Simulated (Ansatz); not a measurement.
# How CdS (Hawleyite, F-43m) expands on warming

How much does CdS (Hawleyite) expand with temperature?

Calculated with Ansatz 0.2.0; DFT RPBE, scalar-relativistic, plane waves, PAW.

**1. The starting structure**

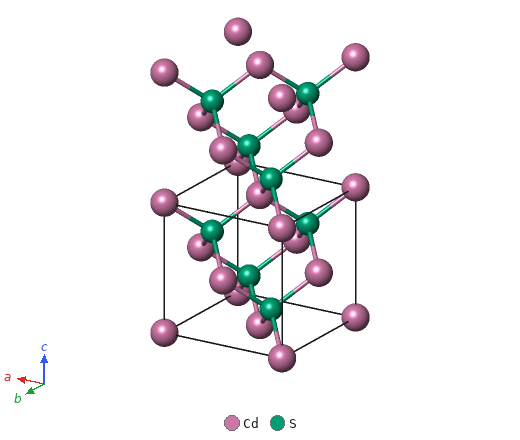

The cell as given, from a free direction (cadmium pink, sulfur teal). 1×1×2 cells are drawn. This picture shows the conventional cell, with its axes. Bonds to atoms that aren't drawn are left out. Some periodic images of atoms are drawn too.

**2. A first coarse run**

A cheap single point shows whether the cell is a metal or an insulator and how far it is from rest; that sets the k-mesh and the occupations of what follows.

input.yaml reads:

```yaml
crystal:
  lattice:
    - [0.0, 2.9165, 2.9165]
    - [2.9165, 0.0, 2.9165]
    - [2.9165, 2.9165, 0.0]
  atoms:
    - { symbol: Cd, position: [0.0, 0.0, 0.0] }
    - { symbol: S, position: [0.25, 0.25, 0.25] }
kpoints:
  mp_grid: { grid: [6, 6, 6] }
hamiltonian:
  xc: rpbe
scf:
  occupations: { method: gaussian, width: 0.1 }
output:
  forces: true
  stress: true
  eigenvalues: true
```

On the command line:

```sh
ansatz run input.yaml --threads 4 --pin off --max-ram 8192MiB --backend cpu --events-out ev --progress --plain --runs-dir out
```

Numbers of over 12 decimals in the logs are rounded to 6 here.

What it wrote:

```text
Engine: ansatz 0.2.0, x86_64-unknown-linux-gnu
Pseudopotentials: kind: paw
Pseudopotential: Cd, paw, valence charge 20, recommended cutoff 420 eV (normal), Cd.paw.azcp
Pseudopotential: S, paw, valence charge 6, recommended cutoff 420 eV (normal), S.paw.azcp
Functional definition: RPBE
  parameter kappa = 0.804
  parameter beta = 0.066725
  exchange = rpbe_x(kappa = kappa, mu = beta*pi^2/3)
  correlation = pbe_c(beta = beta)
Crystal: 2 atoms, lattice volume = 49.615 Å³
Basis set: ecut = 420 eV, 941 PW (Γ), exchange–correlation on 60×60×60 points (8 copies of the dense FFT grid, shifted against one another)
Bands: 17, of which v1, the nominal top of the filled ones, is band 13 counted from 1 (12 counted from 0)
Symmetry: 24 space group operations
Space group: F-43m (ITA 216), of the structure as read, at distance tolerance 3.7e-5 Å
k-points: 16 of 216 (time reversal used)
Non-local potential: Cd, projectors of the file, l = 0: 3, l = 1: 2, l = 2: 2, l = 3: 1
Non-local potential: S, projectors of the file, l = 0: 2, l = 1: 2, l = 2: 2
PAW form: soft (Blöchl's): semilocal exchange-correlation on the pseudo side does not see the compensation charge
PAW frozen core: Cd, regenerated for the run's functional, and the local potential with it (the file was generated under x = pbe(κ = 0.804, μ = 0.219515), c = pbe(β = 0.066725))
PAW frozen core: S, regenerated for the run's functional, and the local potential with it (the file was generated under x = pbe(κ = 0.804, μ = 0.219515), c = pbe(β = 0.066725))
PAW one-centre angular grid: Cd, 590 points (default); XC on 64 Gauss nodes
PAW one-centre angular grid: S, 110 points (default); XC on 64 Gauss nodes
Initial density: superposition of atomic densities (neutral atoms: chi_scale 0, normalization atom), corrected by the library's trained network
Initial wavefunctions: pseudopotential atomic-orbital guess
Functional: x = rpbe, c = pbe(β = 0.066725)
SCF iter   1: F=—  HF=-9169.531992 eV  |F-HF|=—  |Δ(HF+E_count)|=         —  Δρ=3.67e-3  dr2=5.90e-3  ethr=1.77e-3  ⟨swp⟩=5.0  Hψ=1298  notcnv=0
preconditioner: auto → none  [insulator: Δε(μ)=1.343 eV  Ē_g=12.517 eV  σ=0.100 eV  W_gap=1.00  n_scr=14 (ndim 8)  ℏωp=22.4 eV  f_vac=0.128  D(μ)=0.00/eV (n_scr^D=0)  ε∞_Penn≈4.2]
SCF iter   2: F=—  HF=-9169.531515 eV  |F-HF|=—  |Δ(HF+E_count)|=   4.77e-4  Δρ=1.19e-3  dr2=3.89e-4  ethr=2.27e-5  ⟨swp⟩=2.6  Hψ=626  notcnv=0
SCF iter   3: F=—  HF=-9169.531581 eV  |F-HF|=—  |Δ(HF+E_count)|=   6.59e-5  Δρ=5.26e-4  dr2=9.04e-5  ethr=1.50e-6  ⟨swp⟩=2.7  Hψ=510  notcnv=0
SCF iter   4: F=—  HF=-9169.531636 eV  |F-HF|=—  |Δ(HF+E_count)|=   5.50e-5  Δρ=1.46e-4  dr2=1.62e-5  ethr=3.48e-7  ⟨swp⟩=2.1  Hψ=381  notcnv=0
SCF iter   5: F=—  HF=-9169.531634 eV  |F-HF|=—  |Δ(HF+E_count)|=   2.08e-6  Δρ=2.08e-5  dr2=1.49e-7  ethr=6.24e-8  ⟨swp⟩=2.0  Hψ=404  notcnv=0
SCF iter   6: F=-9169.531634 eV  HF=-9169.531634 eV  |F-HF|=1.66e-9  |Δ(HF+E_count)|=   4.62e-7  Δρ=5.62e-6  dr2=1.39e-8  ethr=3.85e-10  ⟨swp⟩=6.1  Hψ=1239  notcnv=0
SCF 1 converged in 6 iterations: F = -9169.531634 eV  dr2 = 1.39e-8
  greatest PAW one-centre occupation: 1.000 electrons in one spin orbital (limit 2), on the Cd atom at site 0 (counted from 0), in its partial waves of l = 0
SCF converged after 6 iterations
Free energy (F): -9169.531634 eV
Harris-Foulkes:  -9169.531634 eV  (|F-HF|=1.66e-9)
Internal energy: -9169.531634 eV  (E = F + TS)
E sigma→0 (E₀):  -9169.531634 eV
Fermi energy:    7.701173 eV
--- Per-component energies (eV) ---
  E_band       = -503.358275
  E_kinetic    = 612.199853
  E_local      = -4012.525875  (includes V_loc(G=0)·N_el)
  E_nonlocal   = 60.697210
  E_hartree    = 1845.135069
  E_xc         = -274.648930
  E_vxc        = -309.262146  (∫ρ·V_xc dr)
  E_paw        = -4695.258930  (= ΣΔE_a)
  E_vpaw       = -544.736460  (= ΣTr[D̂ρ^β])
  E_aug_tail   = 0.000016  (compensation charges beyond the density's cutoff)
  E_ewald      = -2704.981299
  E_core_change = -0.148748  (= ΣΔE_core)
  E_smearing   = -0.000000  (= −TS)
  E_closure    = 0.000000  (closes the sum)
  Σ components = -9169.531634   (vs F -9169.531634, Δ=0.00e0)
--- Forces (eV/Å), atoms counted from 1 ---
  atom   1  Cd     0.00000000    -0.00000000     0.00000000
  atom   2  S     -0.00000000     0.00000000     0.00000000
  max |Σ_I F_I| component: 1.57e-16 eV/Å
--- Stress (GPa, compression-positive) ---
        5.095100       0.000000      -0.000000
        0.000000       5.095100       0.000000
       -0.000000       0.000000       5.095100
  P = ⅓ Tr σ = 5.0951 GPa (50.951 kbar)
--- Band table (eV; the first three rows and the last of 16) ---
  k-point 0: bands = [... 9 lower, -0.2128, 7.0321, 7.0321, 7.0321, 8.3621, 13.6455, 13.6455, 13.6455]
  k-point 1: bands = [... 9 lower, -0.2134, 5.5693, 6.8298, 6.8298, 9.4844, 13.3430, 13.9592, 13.9592]
  k-point 2: bands = [... 9 lower, -0.1960, 3.6839, 6.4606, 6.4606, 10.1505, 13.9189, 14.1905, 14.1905]
  k-point 15: bands = [... 9 lower, 0.3768, 3.1660, 4.8980, 4.9553, 11.9241, 12.2128, 15.3346, 15.5920]
```

Elapsed: 1.8 s, on 4 threads of Intel Xeon Platinum 8375C at 2.90GHz (Ice Lake), shared host; peak memory 0.37 GiB; 2.6 s of CPU time.

This step gave:

```
pressure          : 5.095 GPa
gap on the k-mesh : 1.330 eV
volume per atom   : 24.81 Å³
```

The start is under 5.1 GPa at this level and looks like an insulator or semiconductor on this mesh.

**3. Relaxation**

Phonons are second derivatives about a minimum, so cell and atoms are relaxed first, inside the symmetry of the start.

input.yaml, the sections that differ from step 2:

```yaml
kpoints:
  mp_grid: { grid: [8, 8, 8] }
scf:
  occupations: { method: gaussian, width: 0.02 }
output:
  forces: true
  stress: true
  eigenvalues: true
  write_density: true
  write_potential: true
  elf: true
  volumetric_format: npy
relax:
  adjacent_minimum: "off"
  f_tol: 0.005
  max_steps: 80
  cell: { stress_tol: 0.05 }
# crystal, hamiltonian: as in step 2
```

What it wrote:

```text
[...]
Crystal: 2 atoms, lattice volume = 49.615 Å³
Basis set: ecut = 420 eV, 941 PW (Γ), exchange–correlation on 60×60×60 points (8 copies of the dense FFT grid, shifted against one another)
Bands: 17, of which v1, the nominal top of the filled ones, is band 13 counted from 1 (12 counted from 0)
Symmetry: 24 space group operations
[...]
k-points: 29 of 512 (time reversal used)
[...]
SCF iter   1: F=—  HF=-9169.533767 eV  |F-HF|=—  |Δ(HF+E_count)|=         —  Δρ=3.64e-3  dr2=5.71e-3  ethr=1.77e-3  ⟨swp⟩=5.8  Hψ=2528  notcnv=0
[...]
SCF iter   6: F=-9169.533432 eV  HF=-9169.533432 eV  |F-HF|=3.73e-10  |Δ(HF+E_count)|=   4.40e-7  Δρ=5.65e-6  dr2=1.32e-8  ethr=3.85e-10  ⟨swp⟩=10.2  Hψ=3483  notcnv=0
SCF 1 converged in 6 iterations: F = -9169.533432 eV  dr2 = 1.32e-8
[...]
relax step   1: F+E_penalty+E_count = -9169.53343185 eV  Δ(F+E_penalty+E_count) = +0.000e0 eV  max|allowed force component| = 1.527e-16 eV/Å  Δτ_max = 0.0000 Å  P = +5.087 GPa  Ω = 49.615 Å³  (6 SCF iters, dr2 threshold 1.00e-7 eV, accepted)
Crystal: 2 atoms, lattice volume = 53.766 Å³
Basis set: ecut = 420 eV, 1067 PW (Γ), exchange–correlation on 60×60×60 points (8 copies of the dense FFT grid, shifted against one another)
[...]
iter 1 solved again at ethr=1.07e-5 eV; its pass at ethr=3.10e-3 eV (dr2=2.79e-3 eV) is discarded
[...]
SCF iter   6: F=-9169.599105 eV  HF=-9169.599105 eV  |F-HF|=6.43e-8  |Δ(HF+E_count)|=   2.17e-6  Δρ=4.25e-6  dr2=9.39e-9  ethr=7.69e-10  ⟨swp⟩=10.4  Hψ=3543  notcnv=0
SCF 2 converged in 6 iterations: F = -9169.599105 eV  dr2 = 9.39e-9
relax step   2: F+E_penalty+E_count = -9169.59910507 eV  Δ(F+E_penalty+E_count) = -6.567e-2 eV  max|allowed force component| = 8.789e-17 eV/Å  Δτ_max = 0.0000 Å  P = +0.395 GPa  Ω = 53.766 Å³  energy of the carried Pulay correction = -9.839e-4 eV  (6 SCF iters, dr2 threshold 2.00e-7 eV, accepted)
Crystal: 2 atoms, lattice volume = 54.147 Å³
[...]
SCF iter   4: F=-9169.599556 eV  HF=-9169.599556 eV  |F-HF|=2.73e-8  |Δ(HF+E_count)|=   2.53e-7  Δρ=9.05e-6  dr2=3.29e-8  ethr=7.69e-10  ⟨swp⟩=9.0  Hψ=3359  notcnv=0
SCF 3 converged in 4 iterations: F = -9169.599556 eV  dr2 = 3.29e-8
relax step   3: F+E_penalty+E_count = -9169.59955632 eV  Δ(F+E_penalty+E_count) = -4.513e-4 eV  max|allowed force component| = 8.327e-17 eV/Å  Δτ_max = 0.0000 Å  P = +0.057 GPa  Ω = 54.147 Å³  energy of the carried Pulay correction = -1.068e-3 eV  (4 SCF iters, dr2 threshold 2.00e-7 eV, accepted)
[...]
relax step   4: F+E_penalty+E_count = -9169.59955400 eV  Δ(F+E_penalty+E_count) = +2.324e-6 eV  max|allowed force component| = 8.558e-17 eV/Å  Δτ_max = 0.0000 Å  P = +0.001 GPa  Ω = 54.212 Å³  energy of the carried Pulay correction = -1.082e-3 eV  (4 SCF iters, dr2 threshold 8.03e-9 eV, accepted)
[...]
SCF iter   6: F=-9169.600491 eV  HF=-9169.600491 eV  |F-HF|=2.91e-11  |Δ(HF+E_count)|=   1.74e-9  Δρ=2.14e-7  dr2=7.37e-12  ethr=1.00e-12  ⟨swp⟩=4.0  Hψ=2378  notcnv=0
SCF 5 converged in 6 iterations: F = -9169.600491 eV  dr2 = 7.37e-12
relax step   5: F+E_penalty+E_count = -9169.60049130 eV  Δ(F+E_penalty+E_count) = -9.373e-4 eV  max|allowed force component| = 9.021e-17 eV/Å  Δτ_max = 0.0000 Å  P = -0.010 GPa  Ω = 54.212 Å³  stress off target by 9.59e-3 GPa  SCF on the basis re-selected at this cell (its energy is not comparable with the rows above)  (6 SCF iters)
basis re-selected at this cell: Δ(F+E_penalty+E_count) = -9.373e-4 eV, ΔP = -0.011 GPa vs the last step (what re-selecting the basis moved, of the pressure what is left beyond the Pulay correction that the steps carried, after the strain that the cell walked since its last selection, with what the two solves' SCF thresholds leave and, on support functions, any second-order correction that the steps lacked; it is no m [...]
SCF converged after 6 iterations
Free energy (F): -9169.600491 eV
[...]
Internal energy: -9169.600491 eV  (E = F + TS)
E sigma→0 (E₀):  -9169.600491 eV
Fermi energy:    6.416799 eV
[...]
--- Stress (GPa, compression-positive) ---
       -0.009591      -0.000000       0.000000
       -0.000000      -0.009591      -0.000000
        0.000000       0.000000      -0.009591
  P = ⅓ Tr σ = -0.0096 GPa (-0.096 kbar)
--- Band table (eV; the first three rows and the last of 29) ---
  k-point 0: bands = [... 9 lower, -1.2403, 5.8492, 5.8492, 5.8492, 6.9840, 12.4687, 12.4687, 12.4687]
  k-point 1: bands = [... 9 lower, -1.2408, 4.9236, 5.7486, 5.7486, 7.7723, 12.2148, 12.6437, 12.6437]
  k-point 2: bands = [... 9 lower, -1.2364, 3.6139, 5.5204, 5.5204, 8.5676, 12.1776, 12.9243, 12.9243]
  k-point 28: bands = [... 9 lower, -0.7399, 2.3988, 3.9928, 3.9974, 10.9518, 11.4628, 13.0327, 14.0943]
--- Relaxed structure (4 steps of the walk, 4 accepted, 1 SCFs on fresh bases) ---
  F+E_penalty+E_count = -9169.60049130 eV   max|allowed force component| = 9.021e-17 eV/Å   (the final SCF, on the basis selected at the relaxed cell)
  cell:  # Å, volume = 54.2116 Å³
    - [0, 3.003914, 3.003914]
    - [3.003914, 0, 3.003914]
    - [3.003914, 3.003914, 0]
  atoms:
    - { symbol: Cd, position: [0, 0, 0] }
    - { symbol: S, position: [0.25, 0.25, 0.25] }
```

Wall time 4.9 s (4 threads); peak memory 0.42 GiB.

Relaxation path:

| step | energy less that of the first step (eV) | largest force component (eV/Å) | pressure (GPa) | volume (Å³) |
| --- | --- | --- | --- | --- |
| 1 | 0.0000 | 0.0000 | 5.09 | 49.62 |
| 2 | -0.0657 | 0.0000 | 0.39 | 53.77 |
| 3 | -0.0661 | 0.0000 | 0.06 | 54.15 |
| 4 | -0.0661 | 0.0000 | 0.00 | 54.21 |
| 5* | -0.0671 | 0.0000 | -0.01 | 54.21 |

Relaxation steps marked * repeat the geometry before them on a plane-wave basis chosen anew for their cell, so energy and pressure can jump there.

Forces are held to the 24 operations that the run works with; a distortion that breaks them can't arise in this run.

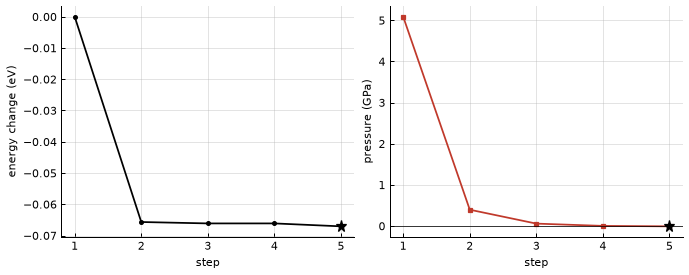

Energy and pressure along the relaxation. Stars mark steps on a basis chosen anew.

```csv
"conventional cell, symmetrised",before,after,change
a (Å),5.833,6.008,+3.0 %
b (Å),5.833,6.008,+3.0 %
c (Å),5.833,6.008,+3.0 %
volume (Å³/atom),24.81,27.11,+9.3 %
```

The relaxed structure:

```
Cd S
1.0
     0.00000    3.00391    3.00391
     3.00391    0.00000    3.00391
     3.00391    3.00391    0.00000
Cd S
1 1
Direct
  0.00000 0.00000 0.00000
  0.25000 0.25000 0.25000
```

This step gave:

```yaml
pressure: -0.009591 GPa
gap_on_the_k_mesh: 1.135 eV
volume_per_atom: 27.11 Å³
```

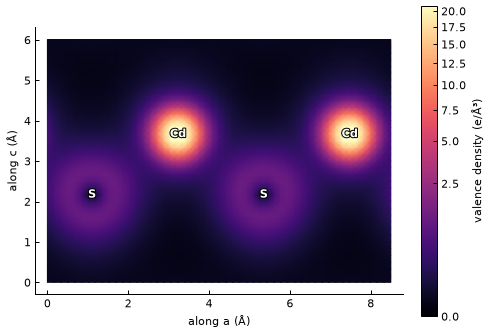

Valence density in the ac plane of a cell with a along [110], b along [-110] and c along [001] of the cube at fractional y = 0.000, with atoms of Cd and S within 0.2 Å of it. It is the smooth field of the valence electrons, not physical close to the nuclei. The map starts off the cell's origin, so that atoms lie inside it. The colour scale is stretched toward low values.

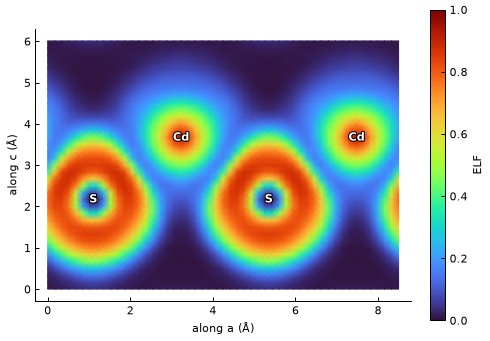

ELF in the ac plane of a cell with a along [110], b along [-110] and c along [001] of the cube at fractional y = 0.000, with atoms of Cd and S within 0.2 Å of it. It is the smooth field of the valence electrons, not physical close to the nuclei. The map starts off the cell's origin, so that atoms lie inside it.

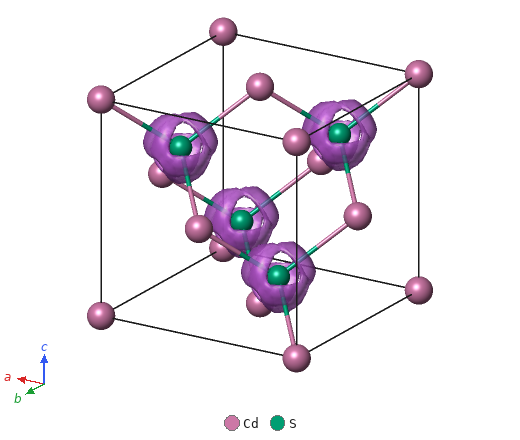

Surface of ELF = 0.84. Bonds to atoms that aren't drawn are left out.

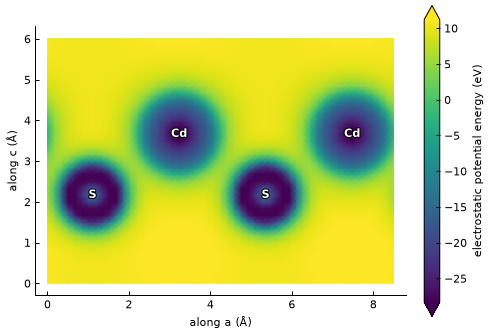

Electrostatic potential energy in the ac plane of a cell with a along [110], b along [-110] and c along [001] of the cube at fractional y = 0.000, with atoms of Cd and S within 0.2 Å of it. With pseudopotentials it is smooth inside the atoms' cores, unlike the true potential. The map starts off the cell's origin, so that atoms lie inside it.

The relaxation ends with a pressure of -0.01 GPa.

**4. A second relaxation**

The relaxation is run once more from where the first one ended, as the script does after a large change of volume or of the gap, with mesh and occupations reviewed.

input.yaml, the sections that differ from step 3:

```yaml
crystal:
  lattice:
    - [0.0, 3.0039141982, 3.0039141982]
    - [3.0039141982, 0.0, 3.0039141982]
    - [3.0039141982, 3.0039141982, 0.0]
  atoms:
    - { symbol: Cd, position: [0.0, 0.0, 0.0] }
    - { symbol: S, position: [0.25, 0.25, 0.25] }
output:
  forces: true
  stress: true
  eigenvalues: true
# kpoints, hamiltonian, scf, relax: as in step 3
```

What it wrote:

```text
[...]
Crystal: 2 atoms, lattice volume = 54.212 Å³
Basis set: ecut = 420 eV, 1067 PW (Γ), exchange–correlation on 60×60×60 points (8 copies of the dense FFT grid, shifted against one another)
Bands: 17, of which v1, the nominal top of the filled ones, is band 13 counted from 1 (12 counted from 0)
Symmetry: 24 space group operations
[...]
k-points: 29 of 512 (time reversal used)
[...]
k-point 28: bands = [... 9 lower, -0.7399, 2.3988, 3.9928, 3.9974, 10.9518, 11.4628, 13.0327, 14.0942]
--- Relaxed structure (1 steps of the walk, 1 accepted, 1 SCFs on fresh bases) ---
[...]
cell:  # Å, volume = 54.2116 Å³
    - [0.0, 3.0039141982, 3.0039141982]
    - [3.0039141982, 0.0, 3.0039141982]
    - [3.0039141982, 3.0039141982, 0.0]
  atoms:
    - { symbol: Cd, position: [0.0, 0.0, 0.0] }
    - { symbol: S, position: [0.25, 0.25, 0.25] }
[key lines of the parts left out:]
SCF converged after 5 iterations
Free energy (F): -9169.600491 eV
Fermi energy:    6.416796 eV
P = ⅓ Tr σ = -0.0096 GPa (-0.096 kbar)
```

Elapsed: 1.2 s, on 4 threads; peak memory 0.43 GiB.

Little changed from the start: no atom moved by 0.005 Å and no cell edge by 0.1 %.

Numbers from this step:

| Property | Result |
| --- | --- |
| pressure | -0.009586 GPa |

**5. Relaxing to small residual forces and stress**

The relaxation is repeated with tighter thresholds on force and stress, since phonons are sensitive to what is left; a change of mesh or smearing in the input moves the cell too.

input.yaml, the sections that differ from step 4:

```yaml
scf:
  occupations: { method: fixed }
relax:
  adjacent_minimum: "off"
  f_tol: 0.001
  max_steps: 60
  cell: { stress_tol: 0.01 }
# crystal, kpoints, hamiltonian, output: as in step 4
```

What it wrote:

```text
[...]
Crystal: 2 atoms, lattice volume = 54.212 Å³
Basis set: ecut = 420 eV, 1067 PW (Γ), exchange–correlation on 60×60×60 points (8 copies of the dense FFT grid, shifted against one another)
Bands: 17, of which v1, the nominal top of the filled ones, is band 13 counted from 1 (12 counted from 0)
Symmetry: 24 space group operations
[...]
k-points: 29 of 512 (time reversal used)
[...]
k-point 28: bands = [... 9 lower, -0.7399, 2.3988, 3.9928, 3.9974, 10.9518, 11.4628, 13.0327, 14.0943]
--- Relaxed structure (1 steps of the walk, 1 accepted, 1 SCFs on fresh bases) ---
[...]
cell:  # Å, volume = 54.2116 Å³
    - [0.0, 3.0039141982, 3.0039141982]
    - [3.0039141982, 0.0, 3.0039141982]
    - [3.0039141982, 3.0039141982, 0.0]
  atoms:
    - { symbol: Cd, position: [0.0, 0.0, 0.0] }
    - { symbol: S, position: [0.25, 0.25, 0.25] }
[key lines of the parts left out:]
SCF converged after 6 iterations
Free energy (F): -9169.600491 eV
Fermi energy:    5.849202 eV
P = ⅓ Tr σ = -0.0096 GPa (-0.096 kbar)
```

Run time: 1.2 s. Hardware: 4 threads; peak memory 0.41 GiB.

Little changed from the start: no atom moved by 0.005 Å and no cell edge by 0.1 %.

Numbers from this step:

| Item | Value |
| --- | --- |
| pressure | -0.009590 GPa |

The residual pressure is -0.0096 GPa, small enough for phonons.

(Continued in part 2 of 2.)

[Logs are printed without paths, hosts, clocks, repeated set-up lines and the standing remarks that a program may print on its own settings, such as how far it seeks lower states.]

[Hosts, paths, dates, database ids (printed as entryN), source tags and the programs' standing remarks are cut or masked in the printed files.]

[A step with changed settings may run another functional than the one named; its input shows which.]
